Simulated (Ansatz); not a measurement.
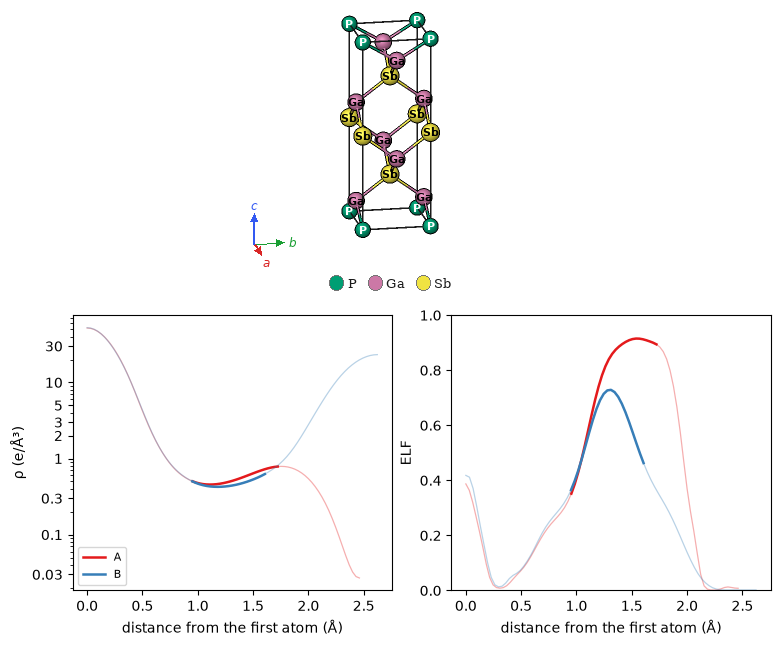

Ga4Sb3P. Valence charge density (pseudo) and electron localisation function along straight lines between neighbouring atoms. Thin, pale parts lie inside the atomic spheres. The structure is drawn too.

Space group P-4m2; started from the ordered alloy on zincblende lattice prototype, which need not be the ambient phase.

All numbers below come from DFT, r2SCAN, plane waves, PAW (Ansatz).

Core electrons are frozen (PAW), and the valence fields are smoothed inside the atomic spheres.

Which curve belongs to which contact (Ga–P and Ga–Sb)? The first atom named is at distance zero.

Curve A: Ga–P (2.46 Å): the density is about 0.48 e/Å³ at the midpoint; the ELF peaks at about 0.90 in the valence shell of P, 0.9 Å from its nucleus, and is about 0.80 at the midpoint. Curve B: Ga–Sb (2.62 Å): ρ is about 0.44 e/Å³ halfway; the ELF peaks at about 0.75 between the atoms.
